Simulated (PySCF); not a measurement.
**C7H11ClSi2: density, localisation and related maps**

```xyz
21

Cl   -2.7819    3.0041    0.9142
C    -1.9962    1.5300    0.3950
C    -0.7664    1.5782   -0.0952
Si    0.1567    0.0495   -0.6852
C     1.7378   -0.1473    0.3295
C     2.9749    0.6192   -0.0484
C     2.9278   -0.8571   -0.2537
C    -0.9141   -1.4869   -0.4842
C    -2.1485   -1.4974    0.0150
Si   -3.0878    0.0074    0.6354
H    -0.2578    2.5325   -0.1689
H     0.5018    0.2159   -2.1110
H     1.5980   -0.2904    1.3955
H     2.9373    1.2540   -0.9206
H     3.5993    1.0105    0.7412
H     2.8571   -1.2274   -1.2651
H     3.5196   -1.4870    0.3939
H    -0.4771   -2.4273   -0.8065
H    -2.6762   -2.4442    0.0824
H    -4.3250    0.2012   -0.1313
H    -3.3881   -0.1207    2.0675
```

Geometry: GFN2-xTB.

Computed with PBE0/pcSseg-1, SCF density, gas phase, non-relativistic in PySCF.

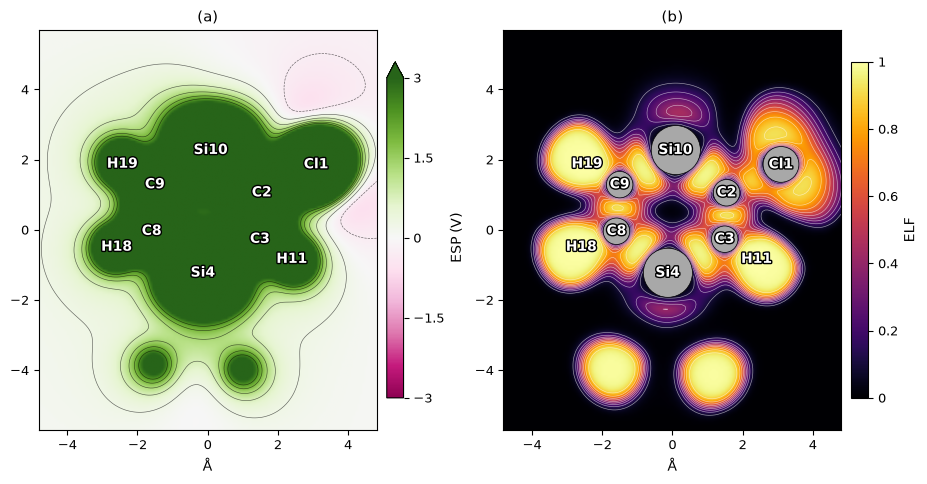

Figure 1. (a) molecular electrostatic potential; (b) electron localisation function on the plane of atoms C8, C9 and Si10. Grey discs cover the atomic cores in the ELF map.

Question: What does the map show?

Answer: Atoms in the plane: Cl, C, Si and H.
C–C (1.32 Å): the ELF peaks at about 0.95 between the atoms: a multiple bond.
C–Cl (1.75 Å): the ELF peaks at about 0.90 between the atoms; a shared electron pair.
C–Si (1.88 Å): the ELF peaks at about 0.95 between the atoms, as expected for a shared electron pair.
C–H (1.08 Å): the ELF climbs to about 1 towards the hydrogen, as it does in any bond to H; an ordinary covalent bond to hydrogen.
The ELF also peaks beside Cl1, away from the bonds: lone-pair regions.
Outside the dense part of the molecule the potential is most negative (−0.6 V) near Cl1.

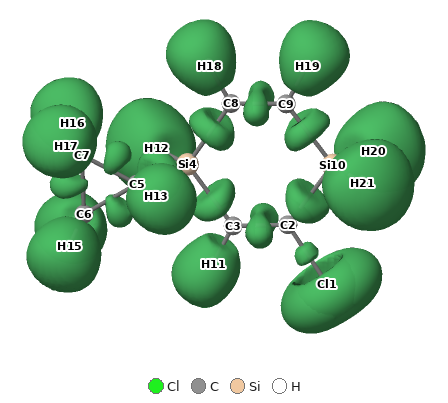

Figure 2. Isosurface of the ELF at 0.8 (green), seen at a tilt. Core shells and regions of very low density are left out.

Question: Identify the bonds, lone pairs and shells in this picture.

Answer: The surface consists of five regions between bonded C–C atoms (shared pairs), one region between bonded C–Cl atoms (shared pairs), five regions between bonded C–Si atoms (shared pairs), eleven regions around hydrogen nuclei and one ring or bowl of non-bonding electrons around Cl.

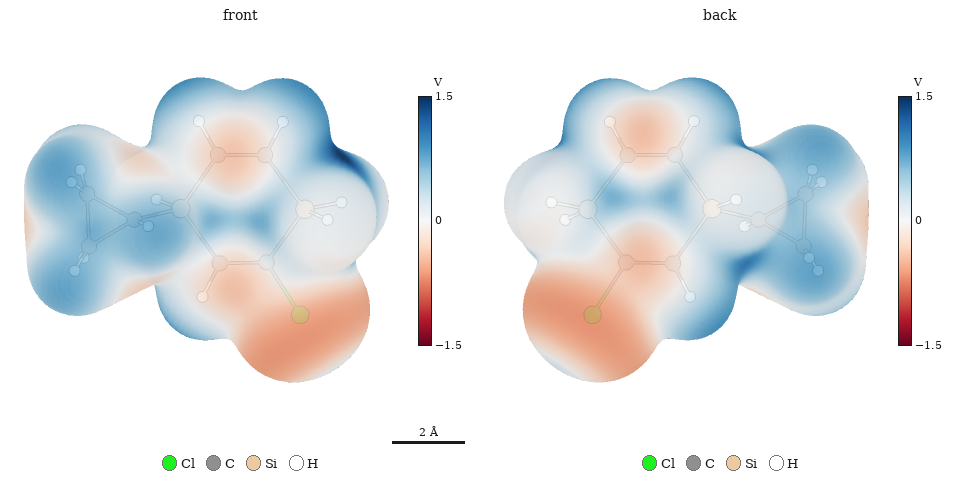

Figure 3. The electrostatic potential painted on the density surface at 0.002 e/bohr³, seen from the front and from behind; red is negative and blue positive.

Question: Where is the surface potential most negative and most positive?

Answer: The most negative region (about −0.7 V) lies over Cl1, the most positive (about +1.3 V) over Si10. Cl1 shows a σ-hole: about +0.2 V at the tip opposite its bond, against about −0.5 V on its flanks.
